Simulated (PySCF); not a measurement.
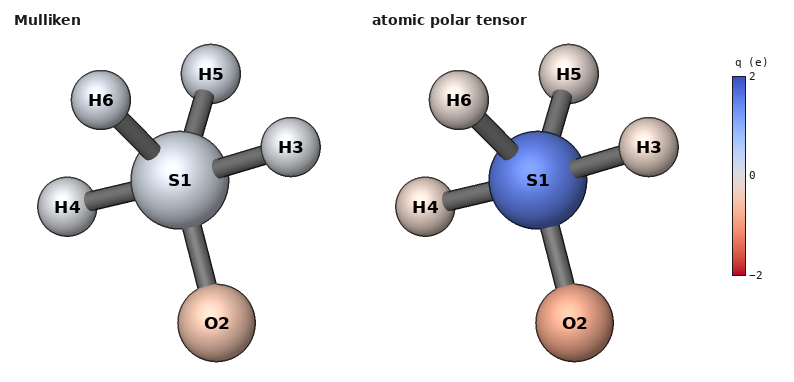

Atomic charges of one calculation by 2 schemes, on one colour scale. The computed structure is the end point of a PBE0/def2-TZVP optimisation. Level of theory: PBE0/def2-TZVP (PySCF 2.14.0).

Question: Which scheme gives the most polar picture (largest mean size of the charges)?

Answer: The atomic polar tensor charges are the largest in size here.

Question: On which atom do the schemes disagree most?

Answer: On S1 (from 0.13 to 1.50 e).

List the charges (e), one line for each set of equivalent atoms.

```
  atom  Mulliken  atomic polar tensor
    S1      0.13                 1.50
    O2     −0.47                −0.79
H3, H4      0.06                −0.22
H5, H6      0.11                −0.14
```
